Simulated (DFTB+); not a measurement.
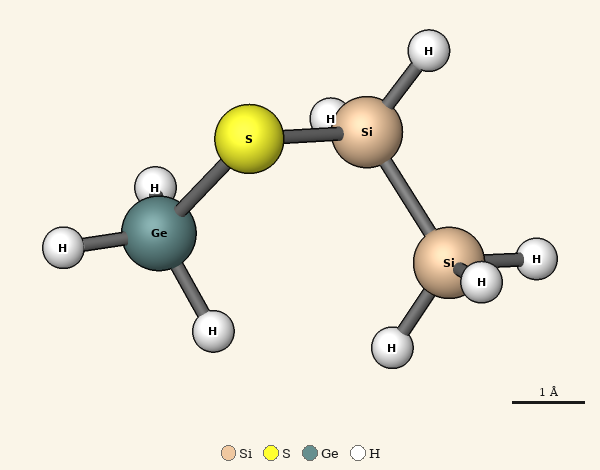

The starting structure (ball-and-stick view, seen on its broad side). Sticks mark near contacts. Bond lengths as drawn: Ge–H 1.48 to 1.57 Å, Ge–S 2.24 Å, H–Si 1.47 to 1.51 Å, Si–Si 2.17 Å and S–Si 2.12 Å.

**Geometry relaxation, with input and output: GeSi$_{2}$H$_{8}$S (part 1 of 4)**

The run: geometry relaxation of GeSi$_{2}$H$_{8}$S. Method and program: GFN2-xTB, R-SCC, dispersion built in (DFTB+ 25.1).

The geometry: force field.

### The program's output
```
|  DFTB+ development version (commit: a23bfb2)

Reading input file 'dftb_in.hsd'
Parser version: 14

--------------------------------------------------------------------------------
WARNING!
-> This driver is deprecated and will be removed in future versions.
Please use the GeometryOptimisation driver instead.
Path: dftbplusinput/Driver/ConjugateGradient
Line: 4-9 (File: dftb_in.hsd)

Processed input in HSD format written to 'dftb_pin.hsd'

Starting initialization...
--------------------------------------------------------------------------------
OpenMP threads:              1
Chosen random seed:          1529045766
Current stacksize:           unlimited
Mode:                        Conjugate gradient relaxation
Self consistent charges:     Yes
SCC-tolerance:                 0.100000E-04
Max. scc iterations:                    100
Shell resolved Hubbard:      Yes
Spin polarisation:           No
Nr. of up electrons:            13.000000
Nr. of down electrons:          13.000000
Periodic boundaries:         No
Electronic solver:           Relatively robust
Mixer:                       Broyden mixer
Mixing parameter:                  0.200000
Nr. of chrg. vec. in memory:            100
Max. SCC-cycles:                        100
Nr. of moved atoms:                      12
Max. nr. of geometry steps:             100
Force tolerance:               0.100000E-02
tblite library version:      0.3.0
-> parametrization:          GFN2-xTB
-> repulsion:                Yes
-> dispersion:               Yes
-> halogen bonding:          No
-> electrostatics:           Yes
   -> isotropic:             Yes
   -> anisotropic:           Yes
   -> third-order:           Yes
Electronic temperature:              0.950045E-03 H      0.258520E-01 eV
Initial charges:             Set automatically (system chrg:   0.000E+00)
Included shells:            Si:  s, p, d
                             S:  s, p, d
                            Ge:  s, p, d
                             H:  s
Extra options:
                             Mulliken analysis
Force type                   original

--------------------------------------------------------------------------------

***  Geometry step: 0

 iSCC Total electronic   Diff electronic      SCC error
    1   -0.12643427E+02    0.00000000E+00    0.14418701E+01
    2   -0.12773371E+02   -0.12643427E+02    0.90547538E+00
    3   -0.12803208E+02   -0.12994354E+00    0.29874987E+00
    4   -0.12796169E+02   -0.29837286E-01    0.44052821E+00
    5   -0.12803406E+02    0.70387059E-02    0.28996435E+00
    6   -0.12804228E+02   -0.72369760E-02    0.14283138E+00
    7   -0.12804778E+02   -0.82154470E-03    0.11931836E+00
    8   -0.12805381E+02   -0.54977425E-03    0.20654912E-01
    9   -0.12805663E+02   -0.60335517E-03    0.13076443E-01
   10   -0.12805702E+02   -0.28233914E-03    0.10302879E-01
   11   -0.12805755E+02   -0.38406724E-04    0.41772323E-02
   12   -0.12805767E+02   -0.53152412E-04    0.29910217E-02
   13   -0.12805741E+02   -0.12413189E-04    0.61404971E-03
   14   -0.12805741E+02    0.26049792E-04    0.41600288E-03
   15   -0.12805738E+02    0.56543381E-06    0.18742366E-03
   16   -0.12805743E+02    0.23078259E-05    0.53253200E-04
   17   -0.12805742E+02   -0.41297446E-05    0.45920668E-04
   18   -0.12805743E+02    0.16644164E-06    0.10114823E-04
   19   -0.12805742E+02   -0.21353742E-06    0.37470120E-05

Total Energy:                      -12.7304487675 H         -346.4131 eV
Extrapolated to 0K:                -12.7304487675 H         -346.4131 eV
Total Mermin free energy:          -12.7304487675 H         -346.4131 eV
Force related energy:              -12.7304487675 H         -346.4131 eV

Maximal force component:             0.472375E-01
Averaged force norm:                 0.271606E-01

--------------------------------------------------------------------------------

***  Geometry step: 1

 iSCC Total electronic   Diff electronic      SCC error
    1   -0.12818149E+02    0.00000000E+00    0.23429270E+00
    2   -0.12818335E+02   -0.12406612E-01    0.19332452E+00
    3   -0.12818459E+02   -0.18564731E-03    0.37492742E-01
    4   -0.12818602E+02   -0.12430898E-03    0.25616375E-01
    5   -0.12818725E+02   -0.14289716E-03    0.14589004E-01
    6   -0.12818732E+02   -0.12353804E-03    0.98154585E-02
    7   -0.12818725E+02   -0.63853817E-05    0.36461383E-02
    8   -0.12818743E+02    0.66567260E-05    0.90166380E-03
    9   -0.12818736E+02   -0.17615033E-04    0.44984365E-03
   10   -0.12818737E+02    0.64281099E-05    0.23595101E-03
   11   -0.12818738E+02   -0.79601386E-06    0.11579514E-03
   12   -0.12818738E+02   -0.50734174E-06    0.86243515E-04
   13   -0.12818739E+02   -0.45971434E-06    0.52275394E-04
   14   -0.12818739E+02   -0.56121239E-06    0.10675942E-04
   15   -0.12818739E+02   -0.30651952E-06    0.73647246E-05

Total Energy:                      -12.7338349249 H         -346.5053 eV
Extrapolated to 0K:                -12.7338349249 H         -346.5053 eV
Total Mermin free energy:          -12.7338349249 H         -346.5053 eV
Force related energy:              -12.7338349249 H         -346.5053 eV

Maximal force component:             0.345365E-01
Averaged force norm:                 0.202720E-01

--------------------------------------------------------------------------------

***  Geometry step: 2

 iSCC Total electronic   Diff electronic      SCC error
    1   -0.12815361E+02    0.00000000E+00    0.84506855E-01
    2   -0.12815392E+02    0.33781207E-02    0.69922231E-01
    3   -0.12815325E+02   -0.31291976E-04    0.17910217E-01
    4   -0.12815276E+02    0.66804326E-04    0.94249681E-02
    5   -0.12815244E+02    0.49215973E-04    0.72072535E-02
    6   -0.12815237E+02    0.32593004E-04    0.48035713E-02
    7   -0.12815243E+02    0.61678833E-05    0.22344026E-02
    8   -0.12815237E+02   -0.57365889E-05    0.58374610E-03
    9   -0.12815237E+02    0.57290090E-05    0.22148876E-03
   10   -0.12815238E+02    0.26922723E-06    0.19658625E-03
   11   -0.12815237E+02   -0.58709572E-06    0.78797741E-04
   12   -0.12815236E+02    0.11789229E-05    0.41501740E-04
   13   -0.12815236E+02    0.48384747E-06    0.20823050E-04
   14   -0.12815236E+02    0.24486598E-06    0.35354994E-05

Total Energy:                      -12.7390960419 H         -346.6484 eV
Extrapolated to 0K:                -12.7390960419 H         -346.6484 eV
Total Mermin free energy:          -12.7390960419 H         -346.6484 eV
Force related energy:              -12.7390960419 H         -346.6484 eV

Maximal force component:             0.145410E-01
Averaged force norm:                 0.964367E-02

--------------------------------------------------------------------------------

***  Geometry step: 3

 iSCC Total electronic   Diff electronic      SCC error
    1   -0.12816193E+02    0.00000000E+00    0.12849934E+00
    2   -0.12816554E+02   -0.95748430E-03    0.10222071E+00
    3   -0.12817161E+02   -0.36121689E-03    0.44266679E-01
    4   -0.12817284E+02   -0.60698223E-03    0.19049885E-01
    5   -0.12817230E+02   -0.12237649E-03    0.18389863E-01
    6   -0.12817295E+02    0.53518861E-04    0.92110173E-02
    7   -0.12817317E+02   -0.64327871E-04    0.49247476E-02
    8   -0.12817325E+02   -0.22274707E-04    0.84001465E-03
    9   -0.12817325E+02   -0.80931836E-05    0.60602729E-03
   10   -0.12817329E+02   -0.19920143E-06    0.27002054E-03
   11   -0.12817330E+02   -0.32766582E-05    0.16734959E-03
   12   -0.12817331E+02   -0.17253014E-05    0.13651721E-03
   13   -0.12817331E+02   -0.41710159E-06    0.52596983E-04
   14   -0.12817331E+02   -0.34837285E-06    0.15808496E-04
   15   -0.12817331E+02   -0.18336216E-06    0.61063353E-05

Total Energy:                      -12.7403791821 H         -346.6834 eV
Extrapolated to 0K:                -12.7403791821 H         -346.6834 eV
Total Mermin free energy:          -12.7403791821 H         -346.6834 eV
Force related energy:              -12.7403791821 H         -346.6834 eV

Maximal force component:             0.208720E-01
Averaged force norm:                 0.112838E-01

--------------------------------------------------------------------------------

***  Geometry step: 4

 iSCC Total electronic   Diff electronic      SCC error
    1   -0.12817323E+02    0.00000000E+00    0.46610543E-01
    2   -0.12817258E+02    0.80762306E-05    0.36489900E-01
    3   -0.12817062E+02    0.64998946E-04    0.16810590E-01
    4   -0.12817002E+02    0.19639271E-03    0.71370135E-02
    5   -0.12817029E+02    0.59342069E-04    0.65485994E-02
    6   -0.12817011E+02   -0.26717990E-04    0.36458299E-02
    7   -0.12817002E+02    0.17946488E-04    0.15673621E-02
    8   -0.12817001E+02    0.95729333E-05    0.32830753E-03
    9   -0.12817000E+02    0.57747629E-06    0.24576924E-03
   10   -0.12816999E+02    0.80165631E-06    0.10191804E-03
   11   -0.12816999E+02    0.85097960E-06    0.61451720E-04
   12   -0.12816999E+02    0.69817338E-06    0.36203963E-04
   13   -0.12816999E+02    0.11263958E-06    0.17762899E-04
   14   -0.12816998E+02    0.60189517E-07    0.65727526E-05

Total Energy:                      -12.7409800707 H         -346.6997 eV
Extrapolated to 0K:                -12.7409800707 H         -346.6997 eV
Total Mermin free energy:          -12.7409800707 H         -346.6997 eV
Force related energy:              -12.7409800707 H         -346.6997 eV

Maximal force component:             0.114306E-01
Averaged force norm:                 0.845282E-02

--------------------------------------------------------------------------------

***  Geometry step: 5

 iSCC Total electronic   Diff electronic      SCC error
    1   -0.12814201E+02    0.00000000E+00    0.67934755E-01
    2   -0.12814294E+02    0.27975747E-02    0.57802380E-01
    3   -0.12814515E+02   -0.93095287E-04    0.24256395E-01
    4   -0.12814496E+02   -0.22098859E-03    0.20563842E-01
    5   -0.12814485E+02    0.19298229E-04    0.11041053E-01
    6   -0.12814534E+02    0.10504570E-04    0.44777241E-02
    7   -0.12814549E+02   -0.48385305E-04    0.15405101E-02
    8   -0.12814552E+02   -0.15322822E-04    0.55698852E-03
    9   -0.12814555E+02   -0.33933005E-05    0.47638102E-03
   10   -0.12814558E+02   -0.24720851E-05    0.37997915E-03
   11   -0.12814560E+02   -0.29982951E-05    0.12583316E-03
   12   -0.12814560E+02   -0.23713434E-05    0.40292632E-04
   13   -0.12814560E+02   -0.11636197E-06    0.23261668E-04
   14   -0.12814560E+02   -0.11388124E-06    0.71913302E-05

Total Energy:                      -12.7422450201 H         -346.7341 eV
Extrapolated to 0K:                -12.7422450201 H         -346.7341 eV
Total Mermin free energy:          -12.7422450201 H         -346.7341 eV
Force related energy:              -12.7422450201 H         -346.7341 eV

Maximal force component:             0.115210E-01
Averaged force norm:                 0.777148E-02

--------------------------------------------------------------------------------

***  Geometry step: 6

 iSCC Total electronic   Diff electronic      SCC error
    1   -0.12815623E+02    0.00000000E+00    0.21393535E-01
    2   -0.12815607E+02   -0.10629009E-02    0.18611322E-01
    3   -0.12815531E+02    0.16743752E-04    0.78086612E-02
    4   -0.12815539E+02    0.75337371E-04    0.64769707E-02
    5   -0.12815541E+02   -0.81833461E-05    0.32182995E-02
    6   -0.12815526E+02   -0.15342818E-05    0.12851002E-02
    7   -0.12815522E+02    0.14657251E-04    0.36327910E-03
    8   -0.12815521E+02    0.44600443E-05    0.21178299E-03
    9   -0.12815520E+02    0.45185935E-06    0.14423474E-03
   10   -0.12815519E+02    0.13727226E-05    0.13002541E-03
   11   -0.12815518E+02    0.74307798E-06    0.36410424E-04
   12   -0.12815518E+02    0.83412118E-06    0.11450255E-04
   13   -0.12815518E+02    0.13923842E-07    0.38044497E-05

Total Energy:                      -12.7425499371 H         -346.7424 eV
Extrapolated to 0K:                -12.7425499371 H         -346.7424 eV
Total Mermin free energy:          -12.7425499371 H         -346.7424 eV
Force related energy:              -12.7425499371 H         -346.7424 eV

Maximal force component:             0.711190E-02
Averaged force norm:                 0.445148E-02

--------------------------------------------------------------------------------

***  Geometry step: 7

 iSCC Total electronic   Diff electronic      SCC error
    1   -0.12818442E+02    0.00000000E+00    0.29116203E-01
    2   -0.12818502E+02   -0.29240021E-02    0.28070679E-01
    3   -0.12818750E+02   -0.59638286E-04    0.15779265E-01
    4   -0.12818813E+02   -0.24814311E-03    0.97825109E-02
    5   -0.12818845E+02   -0.62847672E-04    0.27792933E-02
    6   -0.12818831E+02   -0.31708999E-04    0.16111879E-02
    7   -0.12818824E+02    0.13765043E-04    0.10110109E-02
    8   -0.12818825E+02    0.72740708E-05    0.24347143E-03
    9   -0.12818826E+02   -0.16211983E-05    0.17387978E-03
   10   -0.12818826E+02   -0.27499071E-06    0.97437078E-04
   11   -0.12818826E+02   -0.39901796E-06    0.45808632E-04
   12   -0.12818827E+02   -0.42779240E-06    0.21183569E-04
   13   -0.12818827E+02   -0.29964416E-06    0.13394966E-04
   14   -0.12818827E+02   -0.47707147E-07    0.47351125E-05

Total Energy:                      -12.7435443107 H         -346.7695 eV
Extrapolated to 0K:                -12.7435443107 H         -346.7695 eV
Total Mermin free energy:          -12.7435443107 H         -346.7695 eV
Force related energy:              -12.7435443107 H         -346.7695 eV

Maximal force component:             0.714465E-02
Averaged force norm:                 0.384341E-02

--------------------------------------------------------------------------------

***  Geometry step: 8

 iSCC Total electronic   Diff electronic      SCC error
    1   -0.12822754E+02    0.00000000E+00    0.46593565E-01
    2   -0.12822857E+02   -0.39272101E-02    0.45087492E-01
    3   -0.12823249E+02   -0.10282805E-03    0.25610422E-01
    4   -0.12823352E+02   -0.39193992E-03    0.15997241E-01
    5   -0.12823415E+02   -0.10271184E-03    0.43050300E-02
    6   -0.12823395E+02   -0.63977393E-04    0.24913702E-02
    7   -0.12823385E+02    0.20163208E-04    0.14837821E-02
    8   -0.12823388E+02    0.10361114E-04    0.44242342E-03
    9   -0.12823388E+02   -0.27785389E-05    0.24066244E-03
   10   -0.12823388E+02   -0.32196272E-06    0.10635701E-03
   11   -0.12823389E+02   -0.41275016E-06    0.57837771E-04
   12   -0.12823389E+02   -0.43796957E-06    0.25371971E-04
   13   -0.12823389E+02   -0.27337724E-06    0.19218889E-04
   14   -0.12823389E+02   -0.63775133E-07    0.63105138E-05

Total Energy:                      -12.7430166818 H         -346.7551 eV
Extrapolated to 0K:                -12.7430166818 H         -346.7551 eV
Total Mermin free energy:          -12.7430166818 H         -346.7551 eV
Force related energy:              -12.7430166818 H         -346.7551 eV

Maximal force component:             0.214789E-01
Averaged force norm:                 0.106973E-01
```
